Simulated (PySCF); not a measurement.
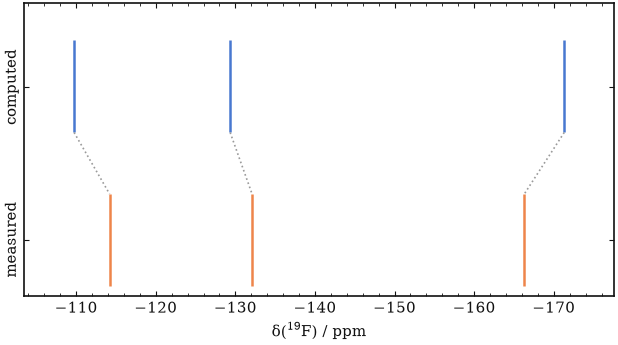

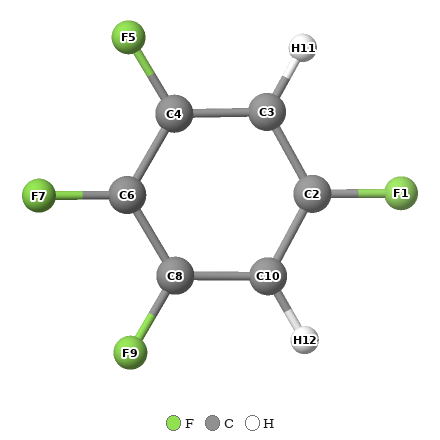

¹⁹F shifts of C₆H₂F₄ (1,2,3,5-tetrafluorobenzene (F-1,3)), SMILES Fc1cc(F)c(F)c(F)c1 against CFCl3: GIAO ωB97X-D/pcSseg-1 (PySCF 2.14.0) for one gas-phase conformer (PBE0-D3(BJ)/def2-SVP, like atoms averaged) above, published measurements (unstated) below; dotted lines join the same nuclei. Only nuclei with a measured value are shown, one named for each set of like atoms.

Is the order of the signals reproduced?

Yes, no dotted lines cross.

Assign the lines.

| nucleus | computed | measured |
| --- | --- | --- |
| F1 | −109.7 | −114.2 |
| F5 | −129.3 | −132.1 |
| F7 | −171.3 | −166.3 |
